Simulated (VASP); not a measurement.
Band structure of BeSe (zinc blende). These are vdW-DF-cx, VASP's PBE PAW potentials (set 64) (plane waves; VASP 6.6.1) values and carry that method's errors.

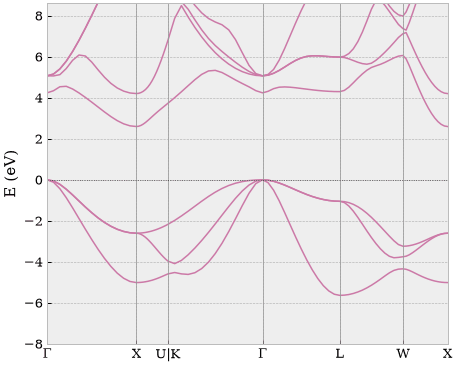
Figure: Bands along high-symmetry lines, zero at the valence-band maximum or, without a gap, the Fermi level

Task: Read the plot: is there a gap, and where are the band edges?

Result: The gap is indirect, 2.60 eV, from the valence maximum at Γ to the conduction minimum at X. (Edges off the drawn lines would not show.)

Measured: gap 4.00 eV (computed value off by -1.40 eV), as given by Das et al., (2018), arXiv:1807.05623.

The compound is BeSe in the zinc blende structure. It was relaxed first.
